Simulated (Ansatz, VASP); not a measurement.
## Cross-check of Bi2Se3 between VASP and Ansatz

Aim: how closely do two programs agree when they are given the same cell, functional and k mesh? The cell comes out of the VASP series on this material, whose earlier steps may have relaxed, scaled or displaced it; both programs get it as it stands.

Program: Ansatz 0.2.0. Level of theory: plane waves, with VASP 6.6.1 beside it; band structure at LDA, spin-orbit coupling, single point at LDA, spin-orbit coupling and band structure at LDA. Results are calculated unless marked as measured.

**1. Set-up**

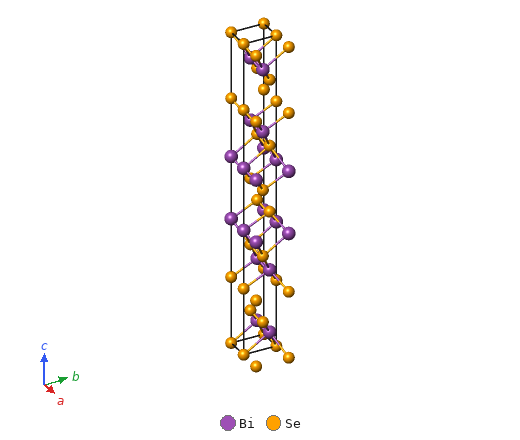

Start, viewed slightly off an axis; bismuth purple, selenium orange. 2×1×1 cells are drawn. This picture shows the conventional cell, with its axes. Bonds to atoms that aren't drawn are left out. Some periodic images of atoms are drawn too.

Coordinates:

```xyz
5
Lattice="2.0715 1.1960 9.5453 -2.0715 1.1960 9.5453 0.0000 -2.3920 9.5453" Properties=species:S:1:pos:R:3 pbc="T T T"
Bi    0.0000    0.0000   11.4521
Bi    0.0000    0.0000   17.1839
Se    0.0000    0.0000    0.0000
Se    0.0000    0.0000    6.0798
Se    0.0000    0.0000   22.5562
```

**2. VASP: band structure, LDA, spin-orbit coupling**

Levels along a path test the potential and the projectors away from the mesh points.

Lines of VASP's logs that name or quote its potential files are left out, and so is its time.

The input, INCAR:

```
SYSTEM = Bi2Se3
PREC = Accurate
ENCUT = 400
EDIFF = 1E-06
NELM = 100
ISMEAR = 0
SIGMA = 0.02
LREAL = .FALSE.
ALGO = Normal
GGA = CA
LNONCOLLINEAR = .TRUE.
MAGMOM = 0 0 0 0 0 0 0 0 0 0 0 0 0 0 0
NBANDS = 60
GGA_COMPAT = .FALSE.
LASPH = .TRUE.
LSORBIT = .TRUE.
LORBIT = 11
LWAVE = .FALSE.
LCHARG = .FALSE.
KPAR = 4
ISIF = 2
```

The input, POSCAR:

```
Bi2Se3
1.0
    2.0715000000      1.1959810000      9.5453330000
   -2.0715000000      1.1959810000      9.5453330000
    0.0000000000     -2.3919620000      9.5453330000
Bi Se
2 3
Direct
    0.3999205240      0.3999205240      0.3999205240
    0.6000794760      0.6000794760      0.6000794760
    0.0000000000      0.0000000000      0.0000000000
    0.2123132448      0.2123132448      0.2123132448
    0.7876867552      0.7876867552      0.7876867552
```

The input, KPOINTS:

```
Automatic mesh
0
Gamma
6 6 6
0 0 0
```

The input, KPOINTS_OPT:

```
Line mode
16
Line-mode
Reciprocal
  0.00000000   0.00000000   0.00000000 GAMMA
  0.50000000   0.00000000   0.00000000 L

  0.50000000   0.00000000   0.00000000 L
  0.50000000   0.17713253  -0.17713253 B1

  0.82286747   0.50000000   0.17713253 B
  0.50000000   0.50000000   0.50000000 Z

  0.50000000   0.50000000   0.50000000 Z
  0.00000000   0.00000000   0.00000000 GAMMA

  0.00000000   0.00000000   0.00000000 GAMMA
  0.33856627   0.00000000  -0.33856627 X

  0.66143373   0.33856627   0.00000000 Q
  0.50000000   0.50000000   0.00000000 F

  0.50000000   0.50000000   0.00000000 F
  0.66143373   0.66143373   0.17713253 P1

  0.66143373   0.66143373   0.17713253 P1
  0.50000000   0.50000000   0.50000000 Z

  0.50000000   0.00000000   0.00000000 L
  0.82286747   0.33856627   0.33856627 P
```

Potentials, in the order of the species: Bi_d and Se (LDA family, release 64).

Started as:

```sh
mpirun -np 4 vasp_ncl
```

Numbers of over 12 decimals in the logs are rounded to 6 here.

The log of the run:

```text
[banner, memory and clock lines left out]
running    4 mpi-ranks, on    1 nodes
 distrk:  each k-point on    1 cores,    4 groups
 distr:  one band on    1 cores,    1 groups

 POSCAR found type information on POSCAR BiSe
 POSCAR found :  2 types and       5 ions
 LDA part: xc-table for (Slater(with rela. corr.)+CA(PZ))
 , standard interpolation
 POSCAR, INCAR and KPOINTS ok, starting setup
 FFT: planning ... GRIDC
 FFT: planning ... GRID_SOFT
 FFT: planning ... GRID
 WAVECAR not read
 entering main loop
       N       E                     dE             d eps       ncg     rms          rms(c)
DAV:   1     0.463457350973E+03    0.46346E+03   -0.19456E+04  3840   0.139E+03
DAV:   2     0.422263213143E+02   -0.42123E+03   -0.40435E+03  4000   0.390E+02
DAV:   3    -0.214662498850E+02   -0.63693E+02   -0.60884E+02  4720   0.172E+02
DAV:   4    -0.252216884084E+02   -0.37554E+01   -0.36686E+01  4560   0.432E+01
DAV:   5    -0.253907714669E+02   -0.16908E+00   -0.16845E+00  5152   0.881E+00    0.503E+00
DAV:   6    -0.247901064674E+02    0.60066E+00   -0.93088E-01  4788   0.656E+00    0.314E+00
DAV:   7    -0.247856517989E+02    0.44547E-02   -0.30822E-01  4340   0.249E+00    0.166E+00
DAV:   8    -0.247830805161E+02    0.25713E-02   -0.43254E-02  4524   0.128E+00    0.628E-01
DAV:   9    -0.247820436012E+02    0.10369E-02   -0.23994E-03  5048   0.426E-01    0.241E-01
DAV:  10    -0.247821191258E+02   -0.75525E-04   -0.14919E-03  4224   0.170E-01    0.631E-02
DAV:  11    -0.247821106798E+02    0.84460E-05   -0.75373E-05  5812   0.696E-02    0.293E-02
DAV:  12    -0.247821174863E+02   -0.68065E-05   -0.54216E-05  4196   0.401E-02    0.137E-02
DAV:  13    -0.247821182966E+02   -0.81036E-06   -0.10903E-05  4012   0.191E-02    0.330E-03
DAV:  14    -0.247821181522E+02    0.14445E-06   -0.11926E-06  2912   0.795E-03
   1 F= -.24782118E+02 E0= -.24782118E+02  d E =-.725588E-16  mag=    -0.0000    -0.0000     0.0000
 Start KPOINTS_OPT (optional k-point list driver)
k-point batch [1-32\144]
       N       E                     dE             ncg
DAV:   1     0.305479814868E+04   -0.26092E+05     3848
DAV:   2    -0.104296831437E+05   -0.13484E+05     4068
DAV:   3    -0.123957923542E+05   -0.19661E+04     4648
DAV:   4    -0.125103611333E+05   -0.11457E+03     4536
DAV:   5    -0.125155225821E+05   -0.51614E+01     5256
DAV:   6    -0.125156498565E+05   -0.12727E+00     5252
DAV:   7    -0.125156538816E+05   -0.40252E-02     5800
DAV:   8    -0.125156539473E+05   -0.65721E-04     5452
DAV:   9    -0.125156539491E+05   -0.18013E-05     3124
DAV:  10    -0.125156539495E+05   -0.36654E-06     2804
[...]
k-point batch [129-144\144]
       N       E                     dE             ncg
DAV:   1     0.109921624077E+05   -0.18120E+05     1920
DAV:   2     0.424880357370E+04   -0.67434E+04     2064
DAV:   3     0.330301543249E+04   -0.94579E+03     2264
DAV:   4     0.324919985482E+04   -0.53816E+02     2288
DAV:   5     0.324679799694E+04   -0.24019E+01     2600
DAV:   6     0.324672977073E+04   -0.68226E-01     2752
DAV:   7     0.324672782448E+04   -0.19462E-02     2824
DAV:   8     0.324672778261E+04   -0.41877E-04     2864
DAV:   9     0.324672778165E+04   -0.95965E-06     1596
```

OUTCAR, selected parts (step 2):

```text
ion  position               nearest neighbor table
   1  0.400  0.400  0.400-   5 2.86   5 2.86   5 2.86   3 3.06   3 3.06   3 3.06
   2  0.600  0.600  0.600-   4 2.86   4 2.86   4 2.86   3 3.06   3 3.06   3 3.06
   3  0.000  0.000  0.000-   2 3.06   1 3.06   2 3.06   2 3.06   1 3.06   1 3.06
   4  0.212  0.212  0.212-   2 2.86   2 2.86   2 2.86
   5  0.788  0.788  0.788-   1 2.86   1 2.86   1 2.86

  LATTYP: Found a trigonal (rhomboedric) cell.
 ALAT       =     9.8404707653
 COS(alpha) =     0.9113725773

 Subroutine GETGRP returns: Found 12 space group operations
 (whereof 12 operations were pure point group operations)

The static configuration has the point symmetry D_3d.

 Found     32 irreducible k-points:

   k-points           NKPTS =     32   k-points in BZ     NKDIM =     32   number of bands    NBANDS=     60

   dimension x,y,z NGX =    64 NGY =   64 NGZ =   64
   dimension x,y,z NGXF=   128 NGYF=  128 NGZF=  128

   ENCUT  =  400.0 eV  29.40 Ry    5.42 a.u.  16.05 16.05 16.05*2*pi/ulx,y,z

   NELECT =      48.0000    total number of electrons

 k-points in reciprocal lattice and weights: Automatic mesh
   0.00000000  0.00000000  0.00000000       0.005
   0.16666667  0.00000000  0.00000000       0.028
   0.33333333  0.00000000  0.00000000       0.028
   0.50000000  0.00000000  0.00000000       0.014
   0.16666667  0.16666667  0.00000000       0.028
   0.33333333  0.16666667  0.00000000       0.056
   0.50000000  0.16666667  0.00000000       0.056
  -0.33333333  0.16666667  0.00000000       0.056
  -0.16666667  0.16666667  0.00000000       0.028
[...]
-0.33333333  0.50000000  0.33333333       0.028
   0.50000000  0.50000000  0.50000000       0.005

 average (electrostatic) potential at core
       1-106.1348       2-106.1348       3 -59.2690       4 -59.4659       5 -59.4659

 E-fermi :   4.6197

 k-point     1 :       0.0000    0.0000    0.0000
  band No.  band energies     occupation
    ...
     44       3.4574      1.00000
     45       3.7287      1.00000
     46       3.7287      1.00000
     47       4.4552      1.00000
     48       4.4552      1.00000
     49       4.8085      0.00000
     50       4.8085      0.00000
     51       5.9985      0.00000
     52       5.9985      0.00000
     53       6.0842      0.00000
    ...

 k-point     2 :       0.1667    0.0000    0.0000
  band No.  band energies     occupation
    ...
     44       3.5891      1.00000
     45       3.7618      1.00000
     46       3.7618      1.00000
     47       4.1526      1.00000
     48       4.1526      1.00000
     49       5.6733      0.00000
     50       5.6733      0.00000
     51       5.9908      0.00000
     52       5.9908      0.00000
     53       7.0044      0.00000
    ...

 k-point     3 :       0.3333    0.0000    0.0000
  band No.  band energies     occupation
    ...
     44       3.3049      1.00000
     45       3.5962      1.00000
     46       3.5962      1.00000
     47       4.2605      1.00000
     48       4.2605      1.00000
     49       5.5067      0.00000
     50       5.5067      0.00000
     51       6.7796      0.00000
     52       6.7796      0.00000
     53       7.1367      0.00000
    ...

  Total       -1.1088149     -1.1088147     -1.1148709      0.0000000      0.0000000      0.0000000
  in kB      -12.5203964    -12.5203947    -12.5887790      0.0000000      0.0000000      0.0000000
  external PRESSURE =     -12.5431900 kB  Pullay stress =       0.0000000 kB

  energy-cutoff  :      400.00
  volume of cell :      141.89
      direct lattice vectors                 reciprocal lattice vectors
     2.071500000  1.195981000  9.545333000     0.241370987  0.139355614  0.034921080
    -2.071500000  1.195981000  9.545333000    -0.241370987  0.139355614  0.034921080
     0.000000000 -2.391962000  9.545333000     0.000000000 -0.278711228  0.034921080

 POSITION                                       TOTAL-FORCE (eV/Angst)
 -----------------------------------------------------------------------------------
      0.00000      0.00000     11.45212         0.000000      0.000000     -0.063080
      0.00000      0.00000     17.18388         0.000000     -0.000000      0.063080
      0.00000      0.00000      0.00000        -0.000000      0.000000     -0.000000
      0.00000      0.00000      6.07980         0.000000     -0.000000     -0.125428
      0.00000      0.00000     22.55620         0.000000      0.000000      0.125428
 -----------------------------------------------------------------------------------
    total drift:                               -0.000000     -0.000000      0.000000

  FREE ENERGIE OF THE ION-ELECTRON SYSTEM (eV)
  ---------------------------------------------------
  free  energy   TOTEN  =       -24.7821181522 eV

  energy  without entropy=      -24.7821181522  energy(sigma->0) =      -24.78211815

 Spin-Orbit-Coupling matrix elements
 Ion:    1  E_soc:     -1.3787969
 Ion:    2  E_soc:     -1.3787969
 Ion:    3  E_soc:     -0.0429981
 Ion:    4  E_soc:     -0.0553181
 Ion:    5  E_soc:     -0.0553181

 total charge
# of ion       s       p       d       tot
------------------------------------------
    1        1.608   1.111   9.961  12.680
    2        1.608   1.111   9.961  12.680
    3        1.481   2.309   0.022   3.812
    4        1.498   2.244   0.022   3.765
    5        1.498   2.244   0.022   3.765
--------------------------------------------------
tot          7.694   9.019  19.989  36.701

 magnetization (x)
# of ion       s       p       d       tot
------------------------------------------
    1        0.000  -0.000  -0.000  -0.000
    2        0.000  -0.000  -0.000  -0.000
    3       -0.000  -0.000  -0.000  -0.000
    4        0.000   0.000   0.000   0.000
    5        0.000   0.000   0.000   0.000
--------------------------------------------------
tot         -0.000  -0.000  -0.000  -0.000

 magnetization (y)
# of ion       s       p       d       tot
------------------------------------------
    1        0.000   0.000   0.000   0.000
    2        0.000   0.000   0.000   0.000
    3        0.000   0.000  -0.000   0.000
    4        0.000   0.000   0.000   0.000
    5        0.000  -0.000  -0.000  -0.000
--------------------------------------------------
tot          0.000  -0.000   0.000  -0.000

 magnetization (z)
# of ion       s       p       d       tot
------------------------------------------
    1        0.000   0.000   0.000   0.000
    2        0.000   0.000   0.000   0.000
    3        0.000   0.000   0.000   0.000
    4        0.000   0.000   0.000   0.000
    5        0.000   0.000   0.000   0.000
--------------------------------------------------
tot          0.000   0.000   0.000   0.000

[... 3 further parts left out ...]
```

The run ends at a pressure of -1.25 GPa, with forces up to 0.13 eV/Å.

(Part 1 of 3 ends here.)

[Lines on the potential files, build, host, timing and source positions are cut from VASP's logs without a mark.]

[Logs are printed without paths, hosts, clocks, repeated set-up lines and the standing remarks that a program may print on its own settings, such as how far it seeks lower states.]

[Hosts, paths, dates, database ids (printed as entryN), source tags and the programs' standing remarks are cut or masked in the printed files.]
